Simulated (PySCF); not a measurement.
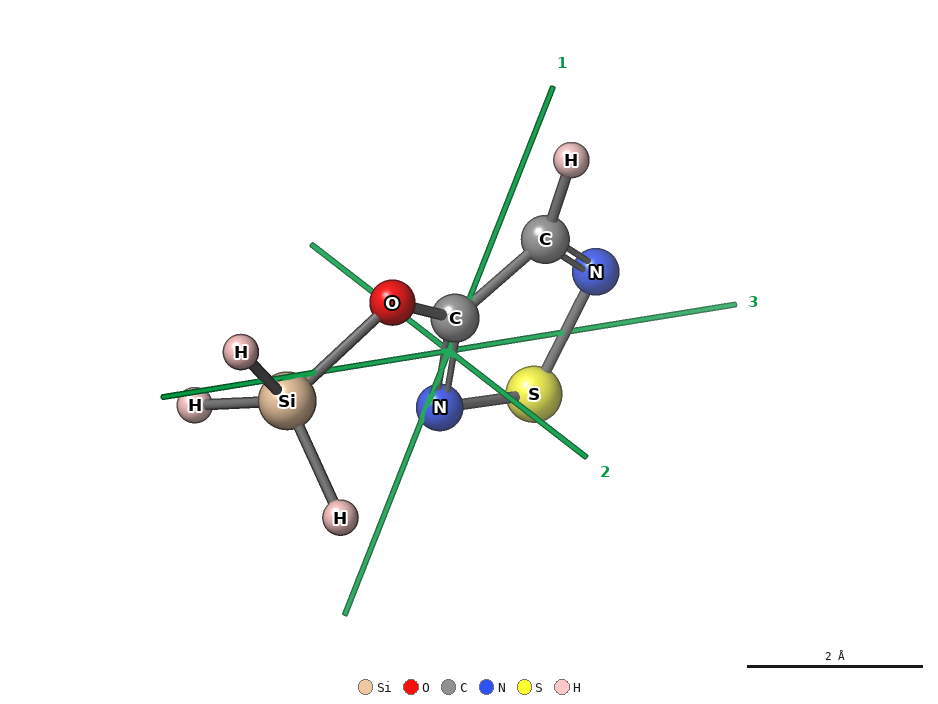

The three principal axes of inertia are drawn and numbered. Depth is shown by fading: the farther an atom, the more it takes the colour of the background. The geometry was computed by an optimisation with PBE0-D3(BJ)/def2-SVP. No frequency run is at hand to confirm it as a minimum. Masses are those of the most abundant isotopes; constants are for the rigid equilibrium geometry.

Which line is the a axis (least moment of inertia), which b and which c?

Answer. a is line 3, b is line 1, c is line 2; the moments are 91.8, 451, 536 u Å².

What kind of rotor is it, and what are its rotational constants in MHz?

Answer. An asymmetric top (Cs): A = 5503, B = 1122, C = 942 MHz. Ray's parameter κ is −0.92, close to the prolate limit.
